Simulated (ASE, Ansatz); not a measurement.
**Relaxing random fcc alloy of Ir and Pd (108 atoms)**

Aim: bring random fcc alloy of Ir and Pd (108 atoms) to a nearby minimum of the energy and see what moves.

Method: Kohn-Sham DFT, PBE, PAW (set soft_2), plane waves, in Ansatz 0.2.0.

## (1) Starting point

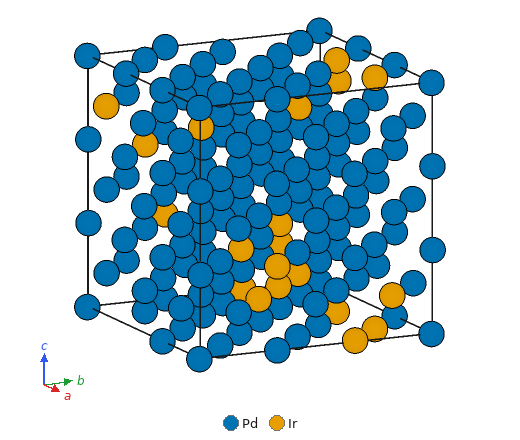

The cell as given, from a free direction (palladium blue, iridium orange). Some periodic images of atoms are drawn too.

The cell holds 108 atoms: 94 Pd and 14 Ir. Its edges and angles: a = 11.650 Å, b = 11.650 Å, c = 11.650 Å, α = 90.0°, β = 90.0°, γ = 90.0°. It derives from Ir (fcc) and Pd, repeated 3×3×3. Fcc Ir, 3 x 3 x 3 conventional cells, 94 of 108 Ir sites given to Pd at random (x = 0.870), lattice by Vegard's rule (a = 3.883 Å); not relaxed, displaced by a Gaussian of 0.02 Å.

Before any run, some limits are plain. The host structure and its lattice constant were typed by rule, without a check against the phase diagram. No spin–orbit coupling is included, so levels derived from the heavy atoms are approximate.

## (2) Single point at the start

A single point comes first, to see the forces before anything moves.

File input.yaml:

```yaml
crystal:
  lattice:
    - [11.6502, 0.0, 0.0]
    - [0.0, 11.6502, 0.0]
    - [0.0, 0.0, 11.6502]
  atoms:
    - { symbol: Pd, position: [0.9967, 0.99858, 0.99678] }
    - { symbol: Pd, position: [0.99762, 0.16719, 0.16537] }
    - { symbol: Pd, position: [0.16479, 0.00037, 0.16679] }
    - { symbol: Pd, position: [0.167, 0.16433, 0.99962] }
    [... 98 atom lines left out ...]
    - { symbol: Pd, position: [0.83397, 0.66648, 0.49974] }
    - { symbol: Pd, position: [0.83067, 0.83272, 0.33484] }
    - { symbol: Pd, position: [0.6648, 0.666, 0.66541] }
    - { symbol: Pd, position: [0.66524, 0.83423, 0.832] }
    - { symbol: Pd, position: [0.83385, 0.66838, 0.83339] }
    - { symbol: Pd, position: [0.83237, 0.83548, 0.66784] }
kpoints:
  mp_grid: { grid: [2, 2, 2] }
hamiltonian:
  xc: pbe
scf:
  occupations: { method: fermi_dirac, width: 0.1 }
output:
  forces: true
  stress: true
  populations: true
  dos:
    method: { smearing: { sigma: 0.1 } }
    de: 0.1
    projected: { site_lists: { Ir: [Ir], Pd: [Pd] } }
  eigenvalues: true
```

Started as:

```console
ansatz run input.yaml --threads 32 --pin off --max-ram 143360MiB --backend cuda --events-out ev --progress --plain --runs-dir out
```

Run time: 6.3 s. Hardware: 1 × NVIDIA GB200 with 32 threads of Arm Neoverse V2, shared host; peak memory 5.7 GiB.

That memory is the host's; the program planned up to 61.3 GiB on the GPU. Forces of this run were stored rounded, and per-atom blocks of the log weren't kept.

Numbers from this run:

- free energy: -822538.9690 eV
- free energy per atom: -7616.1016 eV/atom
- SCF cycles: 8
- pressure: 7.41 GPa
- r.m.s. force component: 0.3103 eV/Å
- longest force: 0.9695 eV/Å
- Fermi energy: 20.69 eV
- levels partly filled by over 2 per cent: 529
- spilling of the projection: 0.02894

The r.m.s. force component of 0.31 eV/Å and the pressure of 7.4 GPa set the starting point.

Length of the force by element:

```tsv
element	coordination	atoms	mean length of the force (eV/Å)	spread	least	most
Ir	all	14	0.588	0.230	0.198	0.966
Pd	all	94	0.486	0.190	0.102	0.970
```

## (3) Cell and atoms relaxed

The cell is relaxed with the atoms, since the starting lattice needn't suit this functional.

input.yaml, the sections that differ from step 2:

```yaml
output:
  forces: true
relax:
  f_tol: 0.05
  max_steps: 106
  cell: {}
# crystal, kpoints, hamiltonian, scf: as in step 2
```

Run time: 16 s. Hardware: 1 × NVIDIA GB200 with 32 threads; peak memory 2.1 GiB.

That memory is the host's; the program planned up to 58.8 GiB on the GPU.

The program notes that the band table was not solved further than the SCF left it.

The steps of the relaxation:

```tsv
step	energy less that of the first step (eV)	largest force component (eV/Å)	pressure (GPa)	volume (Å³)
1	0.0000	0.9079	7.41	1581.25
2	-1.3756	0.2167	-5.60	1695.93
3	-2.4548	0.0413	0.30	1637.38
4	-2.4554	0.0343	0.00	1640.10
5	-2.4593	0.0044	0.00	1640.03
6	-2.4814	0.0044	-0.02	1640.03
```

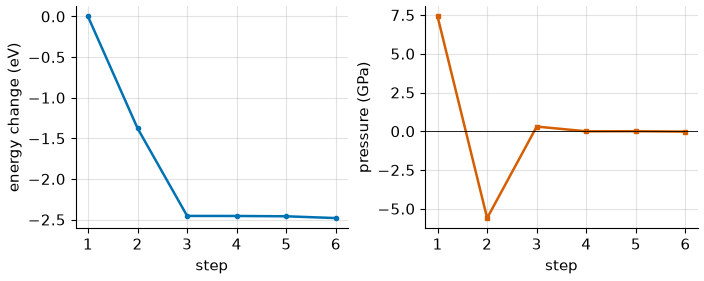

Energy and pressure along the relaxation.

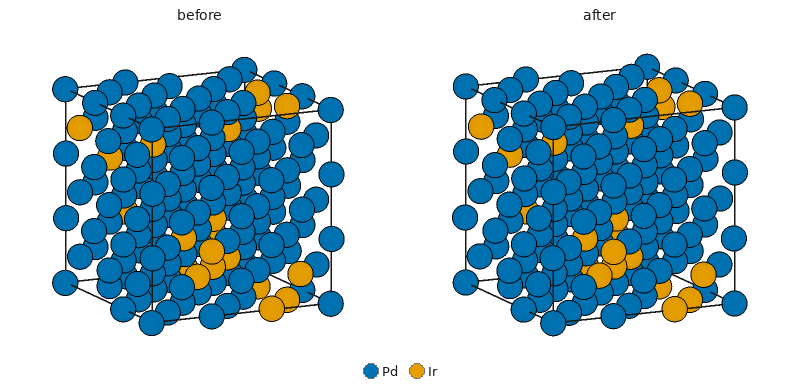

Before and after, at one scale.

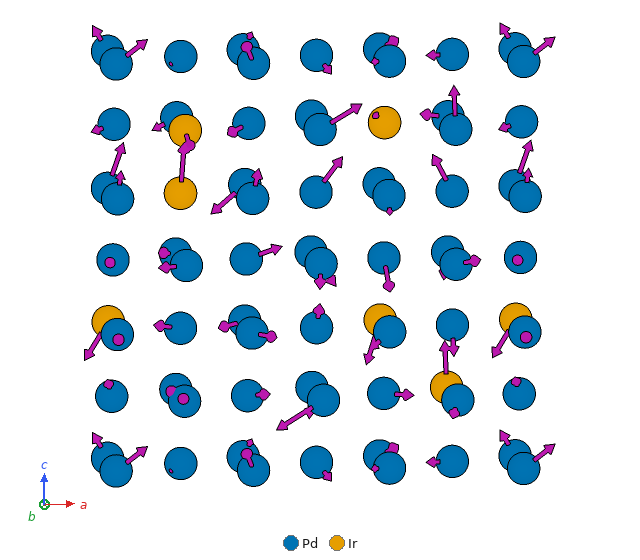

Displacements in the relaxation, exaggerated, measured against the changing cell; the longest in the cell stands for 0.09 Å. Drawn is a slice 4 Å thick, seen along the normal of the ac plane.

```tsv
cell as run	before	after	change
a (Å)	11.650	11.793	+1.2 %
b (Å)	11.650	11.794	+1.2 %
c (Å)	11.650	11.792	+1.2 %
α (°)	90.00	89.95	-0.1 %
γ (°)	90.00	89.98	-0.0 %
volume (Å³/atom)	14.64	15.19	+3.7 %
```

The atoms that moved most (Å, as changes of fractional coordinates times the final cell):

```tsv
atom	dx	dy	dz	length
Ir12	0.003	-0.036	0.080	0.088
Pd39	-0.072	-0.019	-0.043	0.086
Pd106	0.018	-0.050	0.066	0.085
Ir71	-0.014	0.037	0.072	0.082
Pd37	-0.017	-0.068	0.036	0.079
Ir100	0.066	-0.031	0.027	0.078
Pd32	-0.005	-0.031	-0.070	0.077
Pd47	0.063	0.024	0.035	0.076
```

The relaxation changed the energy by -23.0 meV/atom, and atoms moved by 0.049 Å r.m.s., 0.088 Å at most.

## (4) Structure statistics after relaxation

Bonds before and after, by the cutoffs listed below:

```tsv
pair	bonds before	bonds after	mean before (Å)	mean after (Å)	spread before (Å)	spread after (Å)
Pd-Pd	492	492	2.746	2.785	0.029	0.022
Pd-Ir	144	144	2.748	2.770	0.029	0.030
Ir-Ir	12	12	2.727	2.689	0.031	0.041
```

Density 12.9 g/cm³, 15.19 Å³ an atom.

g(r), total and by pair (bins of 0.2 Å):

```tsv
r (Å)	total	Pd-Pd	Pd-Ir	Ir-Ir
2.60	0.16	0.00	0.14	7.45
2.80	9.26	9.37	9.21	3.56
3.00	0.00	0.00	0.00	0.00
3.20	0.00	0.00	0.00	0.00
3.40	0.00	0.00	0.00	0.00
3.60	0.00	0.00	0.00	0.00
3.80	0.48	0.43	0.67	0.00
4.00	1.87	1.89	1.83	1.28
4.20	0.00	0.00	0.00	0.00
4.40	0.00	0.00	0.00	0.00
4.60	0.01	0.00	0.05	0.00
4.80	6.23	6.25	6.25	5.42
5.00	0.01	0.00	0.04	0.27
5.20	0.00	0.00	0.00	0.00
5.40	0.12	0.04	0.38	0.00
5.60	2.23	2.28	2.07	1.74
5.80	0.00	0.00	0.00	0.00
6.00	0.00	0.00	0.00	0.00
6.20	3.74	3.77	3.57	4.49
6.40	0.02	0.00	0.07	0.00
6.60	0.00	0.00	0.00	0.00
6.80	1.04	1.04	1.05	1.01
7.00	0.00	0.00	0.00	0.00
7.20	0.30	0.17	0.66	1.64
7.40	5.06	5.19	4.73	3.54
7.60	0.00	0.00	0.00	0.00
7.80	0.50	0.50	0.51	0.32
```

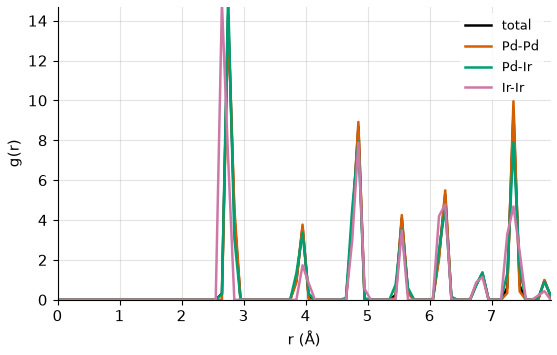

Pair distribution functions, with peaks cut at 14.

Bonds by pair of elements; cutoffs follow the first minimum of g(r), held within bounds set by covalent radii, and pairs that aren't listed don't count as bonded:

```tsv
pair A-B	cutoff (Å)	bonds	mean length (Å)	spread (Å)	shortest (Å)	B about A	A about B
Pd-Pd	3.23	492	2.79	0.022	2.72	10.5	10.5
Pd-Ir	3.23	144	2.77	0.03	2.69	1.53	10.3
Ir-Ir	3.18	12	2.69	0.041	2.65	1.71	1.71
```

How many atoms have how many bonded neighbours:

```tsv
element	mean	12
Ir	12	14
Pd	12	94
```

Counting bonds as in the table, all Ir atoms have 12 and all Pd atoms have 12 bonded neighbours.

## (5) Single point at the relaxed geometry

One more single point at the end of the walk gives the fuller output and checks the residual forces.

File input.yaml:

```yaml
crystal:
  lattice:
    - [11.79275, 0.00247, 5.0e-05]
    - [0.00247, 11.79353, 0.00529]
    - [5.0e-05, 0.00529, 11.79212]
  atoms:
    - { symbol: Pd, position: [0.00036, 0.99972, 0.99944] }
    - { symbol: Pd, position: [0.99738, 0.16902, 0.16667] }
    - { symbol: Pd, position: [0.16445, 0.99777, 0.16734] }
    - { symbol: Pd, position: [0.16665, 0.16411, 0.99938] }
    [... 98 atom lines left out ...]
    - { symbol: Pd, position: [0.83129, 0.66595, 0.4999] }
    - { symbol: Pd, position: [0.83347, 0.83303, 0.33197] }
    - { symbol: Pd, position: [0.66478, 0.66632, 0.66821] }
    - { symbol: Pd, position: [0.66674, 0.83, 0.83763] }
    - { symbol: Pd, position: [0.83585, 0.66753, 0.83674] }
    - { symbol: Pd, position: [0.83287, 0.83314, 0.66686] }
kpoints:
  mp_grid: { grid: [2, 2, 2] }
hamiltonian:
  xc: pbe
scf:
  occupations: { method: fermi_dirac, width: 0.1 }
output:
  forces: true
  stress: true
  populations: true
  dos:
    method: { smearing: { sigma: 0.08 } }
    de: 0.1
    projected: { site_lists: { Ir: [Ir], Pd: [Pd] } }
  eigenvalues: true
  write_density: true
  write_potential: true
  volumetric_format: npy
```

Elapsed: 6.3 s, on 1 × NVIDIA GB200 with 32 threads; peak memory 5.9 GiB; 38 s of CPU time.

That memory is the host's; the program planned up to 62.8 GiB on the GPU.

Read from the output:

| Item | Value |
| --- | --- |
| free energy | -822541.4504 eV |
| free energy per atom | -7616.1245 eV/atom |
| SCF cycles | 8 |
| pressure | -0.02505 GPa |
| r.m.s. force component | 0.0015 eV/Å |
| longest force | 0.00573 eV/Å |
| Fermi energy | 19.7 eV |
| levels partly filled by over 2 per cent | 543 |
| spilling of the projection | 0.02887 |

Density of states as counts of states in windows of 1 eV (from the Fermi level), total and some projections:

```tsv
from (eV)	to (eV)	total	Pd d	Ir d
-10	-8	0.0	0.0	0.0
-8	-7	4.7	0.2	0.1
-7	-6	11.5	1.7	0.5
-6	-5	71.8	39.6	17.2
-5	-4	191.6	159.2	21.2
-4	-3	184.2	160.7	16.2
-3	-2	228.9	199.0	19.1
-2	-1	187.8	161.7	15.5
-1	0	197.2	163.9	23.1
0	1	76.7	39.2	20.3
1	2	18.5	3.2	1.7
2	3	35.0	4.1	1.8
3	4	27.4	1.7	0.8
4	5	18.1	0.8	0.4
```

The curve was stored every 0.10 eV, coarse against its broadening of 0.08 eV, so these counts are rough.

The stored curve holds about 1078 of the 1930 electrons; the rest, give or take the few that broadening carries across the Fermi level, lie in deeper levels below its range.

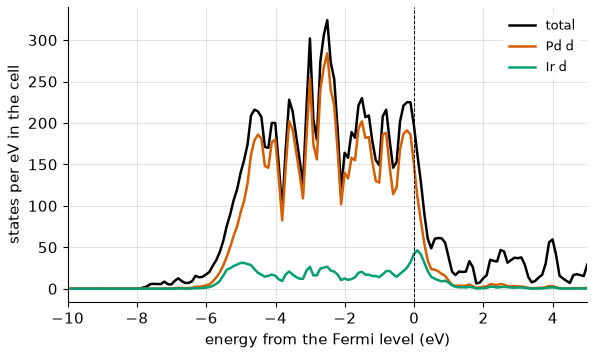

Total and projected density of states, with the broadening of the input.

Not all projections were asked for or kept, so they needn't add up to the total.

The levels nearest the highest filled one (over half full), pooled over k-points and spins:

```tsv
level less the highest filled one (eV)	occupation
-0.0088	1.05
-0.004	1.03
-0.0028	1.02
-0.0025	1.02
-0.0021	1.02
0	1.01
0.0049	0.982
0.0059	0.977
0.0059	0.977
0.0067	0.973
0.0076	0.968
0.0107	0.953
```

Within 0.4 eV of the Fermi level the largest share is Pd d (79 % of the projected weight).

## (6) Summary of results

| Property | Result |
| --- | --- |
| energy change in the relaxation | -22.98 meV/atom |
| r.m.s. displacement | 0.049 Å |
| largest displacement | 0.088 Å |
| free energy per atom | -7616.1245 eV/atom |
| density | 12.85 g/cm³ |
| pressure | -0.02505 GPa |
| r.m.s. force component | 0.0015 eV/Å |
| wall time of the 3 DFT runs | 29 s |

What this shows: Relaxation lowers the energy by 23.0 meV/atom and moves atoms by 0.049 Å r.m.s.; the r.m.s. force component goes from 0.31 to 0.0015 eV/Å, the pressure goes from 7.4 to -0.025 GPa. Displacements are taken in the final cell, so they leave out its strain. By the final cutoffs no bond was broken or made. The cell grew by 3.7 % in volume. First to last step the energy falls by 2.481 eV; the largest move, 0.09 Å, is that of Ir12. The Pd-Pd bonds go from 2.746 Å (spread 0.029) to 2.785 Å (spread 0.022). Counting bonds as in the table, all Ir atoms have 12 and all Pd atoms have 12 bonded neighbours. 543 levels are partly filled, by over 2 % (on the run's k-points), as in a metal.

[Logs are printed without paths, hosts, clocks, repeated set-up lines and the standing remarks that a program may print on its own settings, such as how far it seeks lower states.]

[Hosts, paths, dates, database ids (printed as entryN), source tags and the programs' standing remarks are cut or masked in the printed files.]
